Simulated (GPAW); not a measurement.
# S K-edge XANES of In2Co3S2 (R-3m)

What does one-electron theory with a core hole give for the S K edge of In2Co3S2 (R-3m)?

Method: X-ray absorption from dipole matrix elements to empty bands, plane-wave PAW LDA, in GPAW 26.7.0.

### Step 1. The starting structure

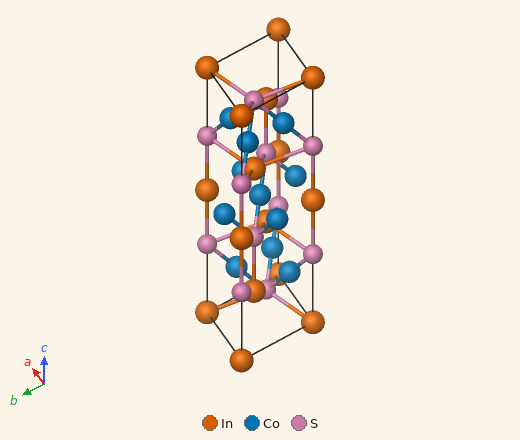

The cell as given, from a free direction (indium orange, cobalt blue, sulfur pink). This picture shows the conventional cell, with its axes. Bonds to atoms that aren't drawn are left out. Some periodic images of atoms are drawn too.

Structure file:

```cif
data_structure
_symmetry_space_group_name_H-M 'R-3m:H'
_symmetry_Int_Tables_number 166
_cell_length_a 5.3170
_cell_length_b 5.3170
_cell_length_c 13.6659
_cell_angle_alpha 90.000
_cell_angle_beta 90.000
_cell_angle_gamma 120.000
_cell_volume 334.58
loop_
_atom_site_label
_atom_site_type_symbol
_atom_site_symmetry_multiplicity
_atom_site_Wyckoff_symbol
_atom_site_fract_x
_atom_site_fract_y
_atom_site_fract_z
_atom_site_occupancy
In1 In 3 b 0.66667 0.33333 0.83333 1
In2 In 3 a 0.00000 0.00000 0.00000 1
Co1 Co 9 d 0.66667 0.83333 0.83333 1
S1 S 6 c 0.33333 0.66667 0.94567 1
```

### Step 2. The field without a hole

The ground state comes first: it tells whether the system has a gap, which decides how the excited electron is treated.

Contents of scf.py:

```python
import numpy as np
from ase import Atoms
from ase.parallel import parprint, paropen
from gpaw import GPAW, PW, FermiDirac, Mixer, MixerDif, setup_paths
from gpaw.test import gen
setup_paths.insert(0, '.')
gen('S', name='nch1s', xcname='LDA', corehole=(1, 0, 0), write_xml=True)
from gpaw.mpi import world
world.barrier()

atoms = Atoms('In2Co3S2',
    cell=[[2.65849463, 1.53488259, 4.55529245],
     [-2.65849463, 1.53488259, 4.55529245],
     [0, -3.06976518, 4.55529245]],
    scaled_positions=[[0.5, 0.5, 0.5],
     [0, 0, 0],
     [0.5, 0, 0],
     [0, 0.5, 0],
     [0, 0, 0.5],
     [0.279, 0.279, 0.279],
     [0.721, 0.721, 0.721]],
    magmoms=[0.0, 0.0, 3.0, 3.0, 3.0, 0.0, 0.0],
    pbc=True)
atoms.calc = calc = GPAW(legacy_gpaw=True, mode=PW(430, force_complex_dtype=True), xc='LDA', setups={5: 'nch1s'},
    kpts={'size': (4, 4, 4), 'gamma': True}, occupations=FermiDirac(0.05),
    charge=0, mixer=MixerDif(0.05, 8, 50), maxiter=150,
    convergence={'density': 0.0001, 'eigenstates': 1e-6}, txt='scf.txt')
energy = atoms.get_potential_energy() + calc.get_reference_energy()
ef = calc.get_fermi_level()
out = dict(energy=energy, fermi=ef, forces=atoms.get_forces().tolist(), magmoms=atoms.get_magnetic_moments().tolist())
parprint(f'all-electron energy {energy:.4f} eV, Fermi level {ef:.4f} eV')
ev = np.array([[calc.get_eigenvalues(k, s) for k in range(len(calc.get_ibz_k_points()))] for s in range(calc.get_number_of_spins())])
out['homo'], out['lumo'], out['counts'] = ev[ev < ef].max(), ev[ev > ef].min(), sorted(set((ev < ef).sum((0, 2)).tolist()))
out['filled'] = (ev[:, 0] < ef).sum(1).tolist()
import json
with paropen('out.json', 'w') as f:
    json.dump(out, f)
```

Launch:

```bash
OMP_NUM_THREADS=1 mpirun -n 2 gpaw python scf.py
```

Numbers of over 12 decimals in the logs are rounded to 6 here.

What it wrote:

```text
Input parameters:
  convergence: {density: 0.0001,
                eigenstates: 1e-06}
  kpts: {gamma: True,
         size: (4, 4, 4)}
  maxiter: 150
  mixer: {backend: pulay,
          beta: 0.05,
          method: difference,
          nmaxold: 8,
          weight: 50}
  mode: {ecut: 430.0,
         force_complex_dtype: True,
         name: pw}
  occupations: {fixmagmom: False,
                name: fermi-dirac,
                width: 0.05}
  setups: {5: nch1s}

Initialize ...

[... PAW data sets ...]

Reference energy: -454832.548842  # eV

Spin-polarized calculation.
Initial magnetic moment: 9.000000

[... convergence settings ...]
Symmetries present (total): 6
  [... symmetry matrices ...]

64 k-points: 4 x 4 x 4 Monkhorst-Pack grid + [1/8,1/8,1/8]
13 k-points in the irreducible part of the Brillouin zone
       k-points in crystal coordinates                weights
   0:     0.00000000    0.00000000    0.00000000          1/64
   1:     0.25000000    0.00000000   -0.25000000          6/64
   2:     0.25000000    0.00000000    0.00000000          6/64
   3:     0.25000000    0.25000000   -0.25000000          6/64
   4:     0.25000000    0.25000000    0.00000000          6/64
   5:     0.25000000    0.25000000    0.25000000          2/64
   6:     0.50000000    0.00000000    0.00000000          3/64
   7:     0.50000000    0.25000000   -0.25000000          6/64
   8:     0.50000000    0.25000000    0.00000000         12/64
   9:     0.50000000    0.25000000    0.25000000          6/64
          ...
  12:     0.50000000    0.50000000    0.50000000          1/64

Wave functions: Plane wave expansion
  Cutoff energy: 430.000 eV
  Number of coefficients (min, max): 2223, 2272
  Pulay-stress correction: 0.000000 eV/Ang^3 (de/decut=0.000000)
  Using FFTW library
  Wavefunction extrapolation:
    Improved wavefunction reuse through dual PAW basis

Occupation numbers: Fermi-Dirac:
  width: 0.0500  # eV

Eigensolver
   Davidson(niter=2)

Densities:
  Coarse grid: 27*27*27 grid
  Fine grid: 54*54*54 grid
  Total Charge: 0.000000

Density mixing:
  Method: difference
  Backend: pulay
  Linear mixing parameter: 0.05
  old densities: 8
  Width of damping distribution: 1.1
  Damping of long wavelength oscillations: 50

[... Hamiltonian set-up ...]
Number of atoms: 7
Number of atomic orbitals: 53
Number of bands in calculation: 49
Number of valence electrons: 65
Bands to converge: occupied

... initialized

Initializing position-dependent things.

Density initialized from atomic densities
Creating initial wave functions:
  49 bands from LCAO basis set

           S

           In

           S
         Co    Co
          Co

           In

Atomic positions and initial magnetic moments

Positions:
   0 In     0.000000    0.000000    6.832939    ( 0.0000,  0.0000,  0.0000)
   1 In     0.000000    0.000000    0.000000    ( 0.0000,  0.0000,  0.0000)
   2 Co     1.329247    0.767441    2.277646    ( 0.0000,  0.0000,  3.0000)
   3 Co    -1.329247    0.767441    2.277646    ( 0.0000,  0.0000,  3.0000)
   4 Co     0.000000   -1.534883    2.277646    ( 0.0000,  0.0000,  3.0000)
   5 S      0.000000   -0.000000    3.812780    ( 0.0000,  0.0000,  0.0000)
   6 S     -0.000000    0.000000    9.853098    ( 0.0000,  0.0000,  0.0000)

Unit cell:
           periodic     x           y           z      points  spacing
  1. axis:    yes    2.658495    1.534883    4.555292    27     0.1616
  2. axis:    yes   -2.658495    1.534883    4.555292    27     0.1616
  3. axis:    yes    0.000000   -3.069765    4.555292    27     0.1616

  Lengths:   5.493100   5.493100   5.493100
  Angles:   57.890000  57.890000  57.890000

Effective grid spacing dv^(1/3) = 0.1783

iter:   1   -47.401246                   +9.0138
iter:   2   -47.966140   -0.57  -1.23    +4.5338
iter:   3   -47.130401   -0.84  -1.28    +1.8068
iter:   4   -47.342348   -1.75  -1.41    +1.0967
iter:   5   -46.626984   -1.45  -1.42    +0.9162
iter:   6   -46.828779   -2.25  -1.91    +0.8393
iter:   7   -46.560340   -2.23  -1.75    +0.8023
iter:   8   -46.538760   -2.87  -2.17    +0.7894
iter:   9   -46.527945c  -3.68  -2.30    +0.7549
iter:  10   -46.526170c  -3.37  -2.57    +0.7016
iter:  11   -46.523715c  -4.68  -2.91    +0.7784
iter:  12   -46.527230c  -3.48  -2.99    +0.3984
iter:  13   -46.526938c  -5.15  -3.18    +0.4278
iter:  14   -46.526820c  -5.64  -3.25    +0.4126
iter:  15   -46.526714c  -5.15  -3.34    +0.3740
[...]
iter:  19   -46.527373c  -6.01c -3.68    +0.1670
iter:  20   -46.527865c  -4.96  -3.54    +0.0882
iter:  21   -46.527567c  -5.02  -3.26    +0.0260
iter:  22   -46.527395c  -5.52  -3.53    +0.0176
iter:  23   -46.527367c  -6.14c -3.88    +0.0109
iter:  24   -46.527332c  -6.44c -4.05c   +0.0088

Converged after 24 iterations.

Dipole moment: (0.000000, -0.000000, -0.000000) |e|*Ang

Total magnetic moment: (0.000000, 0.000000, 0.008821)
Local magnetic moments:
   0 In ( 0.000000,  0.000000,  0.000030)
   1 In ( 0.000000,  0.000000,  0.000042)
   2 Co ( 0.000000,  0.000000,  0.002743)
   3 Co ( 0.000000,  0.000000,  0.002743)
   4 Co ( 0.000000,  0.000000,  0.002743)
   5 S  ( 0.000000,  0.000000,  0.000050)
   6 S  ( 0.000000,  0.000000,  0.000050)

Energy contributions relative to reference atoms: (reference = -454832.548842)

Kinetic:        +56.178449
Potential:      -47.630040
External:        +0.000000
XC:             -56.213231
Entropy (-ST):   -0.052414
Local:           +1.163698
SIC:             +0.000000
--------------------------
Free energy:    -46.553539
Extrapolated:   -46.527332

Spin contamination: 0.000147 electrons
Showing only first 2 kpts
                      Up                     Down
 Kpt  Band  Eigenvalues  Occupancy  Eigenvalues  Occupancy
  0    30      7.75420    0.99976      7.75644    0.99975
  0    31      7.85607    0.99813      7.85998    0.99798
  0    32      7.85635    0.99812      7.86026    0.99797
  0    33      8.52117    0.00089      8.52366    0.00085

  1    30      7.82606    0.99898      7.82874    0.99892
  1    31      7.95820    0.98579      7.96130    0.98490
  1    32      8.07298    0.87480      8.07522    0.86982
  1    33      9.06568    0.00000      9.06739    0.00000

Fermi level: 8.17019

No gap
No difference between direct/indirect transitions

Forces in eV/Ang:
  0 In    0.00000    0.00000   -0.00000
  1 In    0.00000   -0.00000   -0.00000
  2 Co    0.00000    0.00000   -0.00000
  3 Co   -0.00000    0.00000   -0.00000
  4 Co    0.00000   -0.00000   -0.00000
  5 S     0.00000    0.00000   -1.02382
  6 S     0.00000    0.00000    1.02382
Scalar-relativistic atomic LDA calculation for S (Sulfur, Z=16)
Core hole in 1s state (1s occupation: 2.0)
450 radial gridpoints.
|------------------------------------------------|
|------------------------------------------------|
[... the atom generator's iteration count ...]

Energy contributions:
-------------------------
Kinetic:     +398.923399
XC:           -24.210329
Potential:   -772.509196
-------------------------
Total:       -397.796126

state      eigenvalue         ekin         rmax
-----------------------------------------------
1s^2.0 :   -88.078630   121.519046        0.063
2s^2.0 :    -7.745453    18.438857        0.389
2p^6.0 :    -5.751715    17.606302        0.325
3s^2.0 :    -0.634959     2.788351        1.406
3p^4.0 :    -0.261139     1.948270        1.598
-----------------------------------------------
(units: Bohr and Hartree)

Generating PAW setup
Kinetic energy of the core from tauc = 386.637961
Cutoffs:
rc(s)=1.840
rc(p)=1.850
rc(d)=1.700
rc(vbar)=1.720
rc(comp)=1.430
rc(nct)=1.850

Kinetic energy of the core states: 385.553617
Charge: 0.0
Core electrons: 10.0
Valence electrons: 6.0
Pseudo-core charge: 0.059824
Shape function alpha=4.890
Pseudo-electron charge 6.430847
state    eigenvalue         norm
--------------------------------
3s(2) :    -0.634959     1.191395
*s    :     0.365041
3p(4) :    -0.261139     0.997058
*p    :     0.738861
*d    :     0.000000
--------------------------------

Diagonalizing with gridspacing h=0.050

state   all-electron     PAW
-------------------------------
3s:      -0.634959    -0.635587
3p:      -0.261139    -0.261554
*d:                    0.043150
*f:                    0.074695
-------------------------------
all-electron energy -454879.0762 eV, Fermi level 8.1702 eV
```

Elapsed: 63 s, on 2 MPI ranks of Arm Neoverse V2, shared host; peak memory 0.33 GiB; 2.1 min of CPU time.

The mesh shows no gap, so the system is treated as a metal and the core electron is put at the Fermi level (neutral cell).

### Step 3. Cell without a hole, the energy reference

The photon energy needs a difference of total energies, so the cell and mesh of the coming hole run are first run without a hole.

This run holds the same structure in another cell (a 5.493 → 5.317 Å, b 5.493 → 5.317 Å, α 57.9 → 118.9°, β 57.9 → 90.0°, γ 57.9 → 120.0°).

scf.py, as its differences from that of step 2:

```diff
@@ -11,12 +11,12 @@
 atoms = Atoms('In2Co3S2',
-    cell=[[2.65849463, 1.53488259, 4.55529245],
-     [-2.65849463, 1.53488259, 4.55529245],
-     [0, -3.06976518, 4.55529245]],
-    scaled_positions=[[0.5, 0.5, 0.5],
+    cell=[[5.31698926, 0, 0],
+     [-2.65849463, -4.60464777, 0],
+     [0, 3.06976518, -4.55529245]],
+    scaled_positions=[[0.5, 0, 0.5],
      [0, 0, 0],
-     [0.5, 0, 0],
-     [0, 0.5, 0],
+     [0, 0.5, 0.5],
+     [0.5, 0.5, 0.5],
      [0, 0, 0.5],
-     [0.279, 0.279, 0.279],
-     [0.721, 0.721, 0.721]],
+     [0.721, 0.442, 0.163],
+     [0.279, 0.558, 0.837]],
     magmoms=[0.0, 0.0, 3.0, 3.0, 3.0, 0.0, 0.0],
@@ -24,3 +24,3 @@
 atoms.calc = calc = GPAW(legacy_gpaw=True, mode=PW(430, force_complex_dtype=True), xc='LDA', setups={5: 'nch1s'},
-    kpts={'size': (4, 4, 4), 'gamma': True}, occupations=FermiDirac(0.05),
+    kpts={'size': (4, 4, 4), 'gamma': True}, occupations=FermiDirac(0.1),
     charge=0, mixer=MixerDif(0.05, 8, 50), maxiter=150,
```

What it wrote:

```text
Input parameters:
  convergence: {density: 0.0001,
                eigenstates: 1e-06}
  kpts: {gamma: True,
         size: (4, 4, 4)}
  maxiter: 150
  mixer: {backend: pulay,
          beta: 0.05,
          method: difference,
          nmaxold: 8,
          weight: 50}
  mode: {ecut: 430.0,
         force_complex_dtype: True,
         name: pw}
  occupations: {fixmagmom: False,
                name: fermi-dirac,
[...]
3s(2) :    -0.634959     1.191395
*s    :     0.365041
3p(4) :    -0.261139     0.997058
*p    :     0.738861
*d    :     0.000000
--------------------------------

Diagonalizing with gridspacing h=0.050

state   all-electron     PAW
-------------------------------
3s:      -0.634959    -0.635587
3p:      -0.261139    -0.261554
*d:                    0.043150
*f:                    0.074695
-------------------------------
all-electron energy -454879.0806 eV, Fermi level 8.1982 eV
[key lines of the parts left out:]
Converged after 20 iterations.
Dipole moment: (0.000000, 0.000000, 0.000000) |e|*Ang
Free energy:    -46.628344
Fermi level: 8.19821
```

Elapsed: 89 s, on 2 MPI ranks; peak memory 0.36 GiB.

Reference energy: -454879.081 eV with the cores included.

[end of part 1 of 2]

[Banner, clock and machine lines of the logs are left out without a mark of their own.]

[Logs are printed without paths, hosts, clocks, repeated set-up lines and the standing remarks that a program may print on its own settings, such as how far it seeks lower states.]

[Hosts, paths, dates, database ids (printed as entryN), source tags and the programs' standing remarks are cut or masked in the printed files.]

[Lists of maxima count a maximum above −3 eV only where it reaches 4 % of the highest in the window and stands out from its surroundings by 2 % of it (1.5 % where it reaches 55 %); shoulders and weaker maxima are passed over, and of the rest the first, up to two pre-edge ones and the few strongest are named.]
